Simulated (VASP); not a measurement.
# SiMo3 under strain, part 4 of 4

Aim: follow the pressure of SiMo3 through compression, expansion and shear. All runs use PBEsol. Left out of this account: 1 further run (self-consistent run: a reference on another mesh). The start is a cell from a database of measured crystal structures.

VASP 6.6.1; PBEsol; plane waves and PAW (Si, Mo_sv).

Still holding for the runs below: Spin-orbit coupling is off here; it would split degenerate levels.

So far, pressure (GPa): step 2 (bands, cell as listed) -4.52; step 3 (cell volume +4.0 %) -13.5; step 4 (cell volume +8.0 %) -20.7; step 5 (bands, sheared, principal strains -1.8, +0.3, +1.6 %) -4.36; step 6 (cell volume -4.0 %) 6.66.

### 7. Bands, volume times 0.92

The cell is scaled evenly once more. A prediction first. A parabola through the 4 pressures of evenly scaled cells so far, P = -4.49 -251.5 t +526 t² GPa with t = ln(V/V₁) and V₁ the volume at scale 1, gives 20.14 GPa at t = -0.0834.

The input, INCAR:

```
SYSTEM = SiMo3
PREC = Accurate
ENCUT = 400
EDIFF = 1E-06
NELM = 100
ISMEAR = -1
SIGMA = 0.05
LREAL = .FALSE.
ALGO = Normal
GGA = PS
NBANDS = 69
LASPH = .TRUE.
LORBIT = 11
LWAVE = .FALSE.
LCHARG = .FALSE.
KPAR = 8
```

The input, POSCAR:

```
SiMo3
1.0
    4.7549867714      0.0000000000      0.0000000000
    0.0000000000      4.7549867714      0.0000000000
    0.0000000000      0.0000000000      4.7549867714
Si Mo
2 6
Direct
    0.0000000000      0.0000000000      0.0000000000
    0.5000000000      0.5000000000      0.5000000000
    0.2500000000      0.0000000000      0.5000000000
    0.5000000000      0.7500000000      0.0000000000
    0.7500000000      0.0000000000      0.5000000000
    0.5000000000      0.2500000000      0.0000000000
    0.0000000000      0.5000000000      0.7500000000
    0.0000000000      0.5000000000      0.2500000000
```

The input, KPOINTS:

```
Automatic mesh
0
Gamma
6 6 6
0 0 0
```

The input, KPOINTS_OPT:

```
Line mode
12
Line-mode
Reciprocal
  0.00000000   0.00000000   0.00000000 GAMMA
  0.00000000   0.50000000   0.00000000 X

  0.00000000   0.50000000   0.00000000 X
  0.50000000   0.50000000   0.00000000 M

  0.50000000   0.50000000   0.00000000 M
  0.00000000   0.00000000   0.00000000 GAMMA

  0.00000000   0.00000000   0.00000000 GAMMA
  0.50000000   0.50000000   0.50000000 R

  0.50000000   0.50000000   0.50000000 R
  0.00000000   0.50000000   0.00000000 X

  0.50000000   0.50000000   0.00000000 M
  0.50000000   0.50000000   0.50000000 R
```

PAW data sets: Si and Mo_sv (PBE family, release 64).

On the command line:

```bash
$ mpirun -np 8 vasp_std
```

Output:

```text
[... set-up lines as in an earlier step ...]
 entering main loop
       N       E                     dE             d eps       ncg     rms          rms(c)
DAV:   1     0.966926009752E+03    0.96693E+03   -0.46810E+04  2792   0.114E+03
DAV:   2    -0.577075403384E+02   -0.10246E+04   -0.98699E+03  3052   0.416E+02
DAV:   3    -0.885740108110E+02   -0.30866E+02   -0.30131E+02  3222   0.742E+01
DAV:   4    -0.888615441131E+02   -0.28753E+00   -0.28680E+00  3080   0.701E+00
DAV:   5    -0.888641918822E+02   -0.26478E-02   -0.26473E-02  3062   0.661E-01    0.557E+01
DAV:   6    -0.850420536957E+02    0.38221E+01   -0.79600E+00  2936   0.136E+01    0.178E+01
DAV:   7    -0.846713078749E+02    0.37075E+00   -0.76143E-01  3187   0.362E+00    0.418E+00
DAV:   8    -0.846191951542E+02    0.52113E-01   -0.54584E-02  2845   0.853E-01    0.606E-01
DAV:   9    -0.846176471936E+02    0.15480E-02   -0.36942E-03  3017   0.253E-01    0.284E-01
DAV:  10    -0.846175247257E+02    0.12247E-03   -0.38348E-04  3056   0.111E-01    0.112E-01
DAV:  11    -0.846175374367E+02   -0.12711E-04   -0.82872E-06  3019   0.144E-02    0.245E-02
DAV:  12    -0.846175351675E+02    0.22692E-05   -0.40527E-06  2907   0.997E-03    0.150E-03
DAV:  13    -0.846175349927E+02    0.17484E-06   -0.55764E-08  1635   0.106E-03
   1 F= -.84617535E+02 E0= -.84607557E+02  d E =-.199565E-01
 Start KPOINTS_OPT (optional k-point list driver)
k-point batch [1-20\72]
       N       E                     dE             ncg
DAV:   1     0.370837591014E+04   -0.20585E+05     2808
DAV:   2    -0.169925156673E+05   -0.20701E+05     3014
DAV:   3    -0.176258124370E+05   -0.63330E+03     3179
DAV:   4    -0.176317205500E+05   -0.59081E+01     3091
DAV:   5    -0.176317799953E+05   -0.59445E-01     3043
DAV:   6    -0.176317812140E+05   -0.12187E-02     3195
DAV:   7    -0.176317812430E+05   -0.29011E-04     2643
DAV:   8    -0.176317812441E+05   -0.10413E-05     2163
DAV:   9    -0.176317812442E+05   -0.96254E-07     1699
[...]
k-point batch [61-72\72]
       N       E                     dE             ncg
DAV:   1     0.173265171222E+05   -0.27273E+05     1688
DAV:   2     0.493414237123E+04   -0.12392E+05     1836
DAV:   3     0.455642973649E+04   -0.37771E+03     1868
DAV:   4     0.455343268840E+04   -0.29970E+01     1816
DAV:   5     0.455340548947E+04   -0.27199E-01     1860
DAV:   6     0.455340504635E+04   -0.44312E-03     1856
DAV:   7     0.455340503709E+04   -0.92593E-05     1606
DAV:   8     0.455340503688E+04   -0.21000E-06     1248
```

The job ended after 18 s (8 MPI ranks of Intel Xeon 6975P-C (Granite Rapids), shared host; peak memory 2.2 GiB; 1.9 min of CPU time).

Parts of OUTCAR (step 7):

```text
   ENCUT  =  400.0 eV  29.40 Ry    5.42 a.u.   7.75  7.75  7.75*2*pi/ulx,y,z

   NELECT =      92.0000    total number of electrons

 E-fermi :  14.0376

 k-point     1 :       0.0000    0.0000    0.0000
  band No.  band energies     occupation
    ...
     40      11.5748      2.00000
     41      11.5748      2.00000
     42      11.5748      2.00000
     43      12.2657      2.00000
     44      12.2657      2.00000
     45      15.3983      0.00000
     46      15.3983      0.00000
     47      15.3983      0.00000
     48      16.5288      0.00000
     49      16.6870      0.00000
    ...

  Total       13.8040592     13.8040592     13.8040592     -0.0000000      0.0000000     -0.0000000
  in kB      205.7166565    205.7166565    205.7166565     -0.0000000      0.0000000     -0.0000000
  external PRESSURE =     205.7166565 kB  Pullay stress =       0.0000000 kB

 POSITION                                       TOTAL-FORCE (eV/Angst)
 -----------------------------------------------------------------------------------
      0.00000      0.00000      0.00000         0.000000      0.000000     -0.000000
      2.37749      2.37749      2.37749         0.000000      0.000000     -0.000000
      1.18875      0.00000      2.37749         0.000000      0.000000      0.000000
      2.37749      3.56624      0.00000         0.000000     -0.000000      0.000000
      3.56624      0.00000      2.37749        -0.000000     -0.000000      0.000000
      2.37749      1.18875      0.00000        -0.000000      0.000000      0.000000
      0.00000      2.37749      3.56624         0.000000     -0.000000     -0.000000
      0.00000      2.37749      1.18875         0.000000      0.000000     -0.000000
 -----------------------------------------------------------------------------------
    total drift:                                0.000000     -0.000000     -0.000000

  FREE ENERGIE OF THE ION-ELECTRON SYSTEM (eV)
  ---------------------------------------------------
  free  energy   TOTEN  =       -84.6175349927 eV

  energy  without entropy=      -84.5975784577  energy(sigma->0) =      -84.60755673

[... 5 parts as in an earlier step ...]

[... 11 further parts left out ...]
```

This step gave:

* free energy (TOTEN): -84.6175 eV
* energy at zero smearing: -84.6076 eV
* Fermi energy: 14.04 eV
* pressure: 20.57 GPa

The electronic bands at the labelled points (eV, zero at the Fermi level; # counts the bands kept, so #1 is VASP's band 25):

| point | #19 | #20 | #21 | #22 | #23 | #24 | #25 | #26 |
| --- | --- | --- | --- | --- | --- | --- | --- | --- |
| Γ | -1.77 | -1.77 | 1.36 | 1.36 | 1.36 | 2.49 | 2.65 | 2.65 |
| X | -1.83 | -1.83 | 0.33 | 0.33 | 0.96 | 0.96 | 1.64 | 1.64 |
| M | -1.36 | -0.92 | -0.92 | -0.85 | -0.77 | -0.68 | -0.08 | 0.32 |
| Γ | -1.77 | -1.77 | 1.36 | 1.36 | 1.36 | 2.49 | 2.65 | 2.65 |
| R | -1.23 | -1.23 | -1.23 | -1.23 | -1.23 | -1.23 | 1.38 | 1.38 |
| X | -1.83 | -1.83 | 0.33 | 0.33 | 0.96 | 0.96 | 1.64 | 1.64 |
| jump to M | -1.36 | -0.92 | -0.92 | -0.85 | -0.77 | -0.68 | -0.08 | 0.32 |
| R | -1.23 | -1.23 | -1.23 | -1.23 | -1.23 | -1.23 | 1.38 | 1.38 |

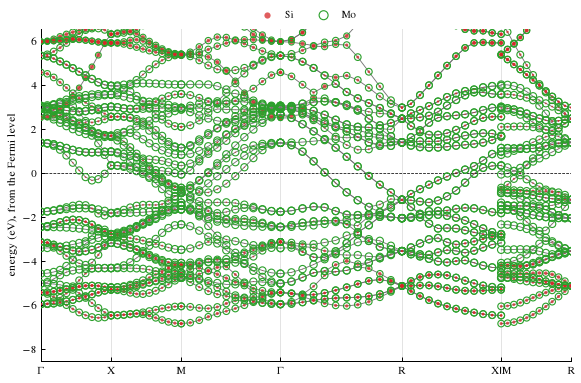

Electronic bands along the path; dots are coloured as in the legend, and their area grows with the weight.

 The pressure is 20.57 GPa. The parabola predicted 20.14 GPa, -0.43 GPa off.

### 8. Bands, atoms displaced by up to 0.16 Å

The atoms are moved off their sites at random, as a crude picture of disorder.

INCAR is that of step 7.

The input, POSCAR:

```
SiMo3
1.0
    4.8890000000      0.0000000000      0.0000000000
    0.0000000000      4.8890000000      0.0000000000
    0.0000000000      0.0000000000      4.8890000000
Si Mo
2 6
Direct
    0.0037240000      0.0013710000     -0.0027830000
    0.4922160000      0.4939240000      0.5008810000
    0.2474710000     -0.0136320000      0.4895200000
    0.4944690000      0.7509840000     -0.0081450000
    0.7476480000     -0.0072650000      0.5196970000
    0.5103260000      0.2548330000     -0.0299760000
   -0.0016810000      0.4971390000      0.7456290000
    0.0109990000      0.5051030000      0.2609600000
```

KPOINTS is that of step 7.

KPOINTS_OPT is that of step 7.

On the command line:

```bash
$ mpirun -np 8 vasp_std
```

Output:

```text
[... set-up lines as in an earlier step ...]
 entering main loop
       N       E                     dE             d eps       ncg     rms          rms(c)
DAV:   1     0.952753093975E+03    0.95275E+03   -0.47174E+04 15664   0.112E+03
DAV:   2    -0.575518220385E+02   -0.10103E+04   -0.97174E+03 16940   0.409E+02
DAV:   3    -0.889306100237E+02   -0.31379E+02   -0.30531E+02 18058   0.733E+01
DAV:   4    -0.892523646335E+02   -0.32175E+00   -0.32076E+00 17353   0.717E+00
DAV:   5    -0.892553742601E+02   -0.30096E-02   -0.30090E-02 17351   0.689E-01    0.461E+01
DAV:   6    -0.851118567016E+02    0.41435E+01   -0.91980E+00 16490   0.142E+01    0.130E+01
DAV:   7    -0.847746783115E+02    0.33718E+00   -0.89778E-01 17578   0.469E+00    0.379E+00
DAV:   8    -0.847362188823E+02    0.38459E-01   -0.32764E-01 16464   0.409E+00    0.248E+00
DAV:   9    -0.846765013254E+02    0.59718E-01   -0.10583E-01 16373   0.213E+00    0.563E-01
DAV:  10    -0.846759588189E+02    0.54251E-03   -0.74815E-03 17013   0.505E-01    0.359E-01
DAV:  11    -0.846755184014E+02    0.44042E-03   -0.21220E-03 16835   0.378E-01    0.227E-01
DAV:  12    -0.846753758821E+02    0.14252E-03   -0.46631E-04 17189   0.164E-01    0.821E-02
DAV:  13    -0.846753925869E+02   -0.16705E-04   -0.70881E-05 17126   0.610E-02    0.368E-02
DAV:  14    -0.846753816941E+02    0.10893E-04   -0.24516E-05 16499   0.419E-02    0.182E-02
DAV:  15    -0.846753796046E+02    0.20895E-05   -0.27839E-06 13159   0.969E-03    0.318E-03
DAV:  16    -0.846753795651E+02    0.39430E-07   -0.19558E-07  9073   0.294E-03
   1 F= -.84675380E+02 E0= -.84658757E+02  d E =-.332454E-01
 Start KPOINTS_OPT (optional k-point list driver)
k-point batch [1-72\72]
       N       E                     dE             ncg
DAV:   1     0.117774953624E+05   -0.11248E+06    10104
DAV:   2    -0.616697775825E+05   -0.73447E+05    10903
DAV:   3    -0.639280638428E+05   -0.22583E+04    11303
DAV:   4    -0.639503999614E+05   -0.22336E+02    11142
DAV:   5    -0.639506266762E+05   -0.22671E+00    11067
DAV:   6    -0.639506314581E+05   -0.47819E-02    11409
DAV:   7    -0.639506315679E+05   -0.10985E-03     9722
DAV:   8    -0.639506315714E+05   -0.34220E-05     7676
DAV:   9    -0.639506315717E+05   -0.31428E-06     6502
```

Wall time 43 s (8 MPI ranks); peak memory 6.1 GiB; 4.5 min of CPU time.

Parts of OUTCAR (step 8):

```text
   NELECT =      92.0000    total number of electrons

 E-fermi :  12.6152

 k-point     1 :       0.0000    0.0000    0.0000
  band No.  band energies     occupation
    ...
     40      10.4282      2.00000
     41      10.5159      2.00000
     42      10.5286      2.00000
     43      11.0472      2.00000
     44      11.1864      2.00000
     45      13.7266      0.00000
     46      13.8161      0.00000
     47      14.0556      0.00000
     48      14.4621      0.00000
     49      14.8652      0.00000
    ...

  Total       -2.2448135     -2.3572726     -1.0964674      0.2079436      0.0706264     -0.3154096
  in kB      -30.7773151    -32.3191764    -15.0330187      2.8509926      0.9683172     -4.3243951
  external PRESSURE =     -26.0431701 kB  Pullay stress =       0.0000000 kB

 POSITION                                       TOTAL-FORCE (eV/Angst)
 -----------------------------------------------------------------------------------
      0.01821      0.00670      4.87539        -0.037597     -0.034421      0.261504
      2.40644      2.41479      2.44881         0.549266      0.042667     -0.742196
      1.20989      4.82235      2.39326         0.132102      0.889965      0.409869
      2.41746      3.67156      4.84918         0.617485      0.022211      0.353683
      3.65525      4.85348      2.54080         0.147893      0.069559     -1.838469
      2.49498      1.24588      4.74245        -0.707324     -0.392774      1.996157
      4.88078      2.43051      3.64538         0.183175      0.135070      0.869355
      0.05377      2.46945      1.27583        -0.885000     -0.732278     -1.309902
 -----------------------------------------------------------------------------------
    total drift:                                0.001105     -0.000523      0.000060

  FREE ENERGIE OF THE ION-ELECTRON SYSTEM (eV)
  ---------------------------------------------------
  free  energy   TOTEN  =       -84.6753795651 eV

  energy  without entropy=      -84.6421341748  energy(sigma->0) =      -84.65875687

[... 5 parts as in an earlier step ...]

[... 12 further parts left out ...]
```

This step gave:

```yaml
scf_cycles: 16
irreducible_k_points: 112
symmetry_operations: 1
free_energy_toten: -84.6754 eV
energy_at_zero_smearing: -84.6588 eV
fermi_energy: 12.62 eV
pressure: -2.604 GPa
```

Electronic bands along the path, in eV, zero at the Fermi level; # counts the bands kept, so #1 is VASP's band 25:

| point | #19 | #20 | #21 | #22 | #23 | #24 | #25 | #26 |
| --- | --- | --- | --- | --- | --- | --- | --- | --- |
| Γ | -1.57 | -1.43 | 1.11 | 1.20 | 1.44 | 1.85 | 2.25 | 2.28 |
| X | -1.64 | -1.57 | 0.15 | 0.28 | 0.93 | 0.98 | 1.38 | 1.53 |
| M | -1.13 | -1.00 | -0.78 | -0.70 | -0.43 | -0.35 | 0.15 | 0.43 |
| Γ | -1.57 | -1.43 | 1.11 | 1.20 | 1.44 | 1.85 | 2.25 | 2.28 |
| R | -1.41 | -1.36 | -1.01 | -0.91 | -0.86 | -0.80 | 1.01 | 1.10 |
| X | -1.64 | -1.57 | 0.15 | 0.28 | 0.93 | 0.98 | 1.38 | 1.53 |
| jump to M | -1.13 | -1.00 | -0.78 | -0.70 | -0.43 | -0.35 | 0.15 | 0.43 |
| R | -1.41 | -1.36 | -1.01 | -0.91 | -0.86 | -0.80 | 1.01 | 1.10 |

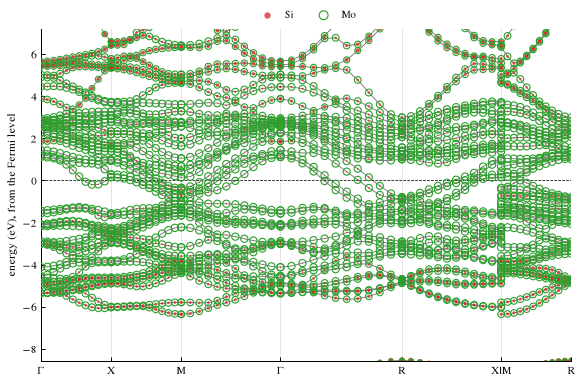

Electronic bands along the path; dots are coloured as in the legend, and their area grows with the weight.

Force by atom:

| atom | x (eV/Å) | y (eV/Å) | z (eV/Å) | size |
| --- | --- | --- | --- | --- |
| Si1 | -0.04 | -0.03 | 0.26 | 0.27 |
| Si2 | 0.55 | 0.04 | -0.74 | 0.92 |
| Mo3 | 0.13 | 0.89 | 0.41 | 0.99 |
| Mo4 | 0.62 | 0.02 | 0.35 | 0.71 |
| Mo5 | 0.15 | 0.07 | -1.84 | 1.85 |
| Mo6 | -0.71 | -0.39 | 2.00 | 2.15 |
| Mo7 | 0.18 | 0.14 | 0.87 | 0.90 |
| Mo8 | -0.89 | -0.73 | -1.31 | 1.74 |

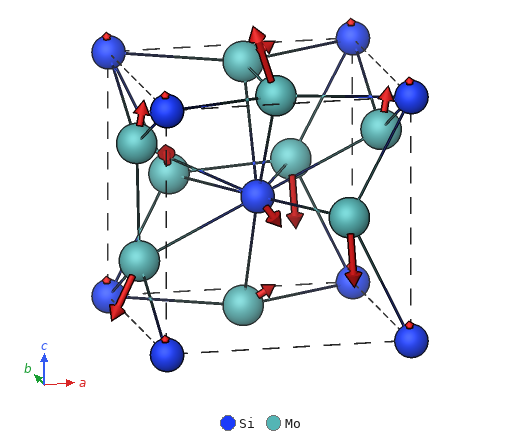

Force as arrows, the longest 2.15 eV/Å. Some periodic images of atoms are drawn too.

 The pressure is -2.60 GPa, and the symmetry operations fall from 48 to 1.

### 9. Side by side

| cell | mesh | pressure (GPa) | gap (eV) |
| --- | --- | --- | --- |
| cell as listed | 6×6×6 | -4.52 | none |
| volume times 1.04 | 6×6×6 | -13.51 | none |
| volume times 1.08 | 6×6×6 | -20.74 | none |
| sheared, principal strains -1.8, +0.3, +1.6 % | 6×6×6 | -4.36 | none |
| volume times 0.96 | 6×6×6 | 6.66 | none |
| volume times 0.92 | 6×6×6 | 20.57 | none |
| atoms displaced by up to 0.16 Å | 6×6×6 | -2.60 | none |

### 10. Outcome

```
pressure, cell as listed                                    : -4.52 GPa
pressure, volume times 1.04                                 : -13.5 GPa
pressure, volume times 1.08                                 : -20.7 GPa
pressure, sheared, principal strains -1.8, +0.3, +1.6 %     : -4.36 GPa
pressure, volume times 0.96                                 : 6.66 GPa
pressure, volume times 0.92                                 : 20.6 GPa
pressure, atoms displaced by up to 0.16 Å                   : -2.60 GPa
bulk modulus at the listed volume, shape and positions held : 253 GPa
```

In words: The slope of pressure against ln V at the listed volume gives a bulk modulus of 253 GPa at fixed shape and positions. Spin-orbit coupling is left out; it would split some degenerate bands.

[Lines on the potential files, build, host, timing and source positions are cut from VASP's logs without a mark.]

[Logs are printed without paths, hosts, clocks, repeated set-up lines and the standing remarks that a program may print on its own settings, such as how far it seeks lower states.]

[Hosts, paths, dates, database ids (printed as entryN), source tags and the programs' standing remarks are cut or masked in the printed files.]

[A measured line is paired with the nearest computed mode of its activity, which favours agreement.]
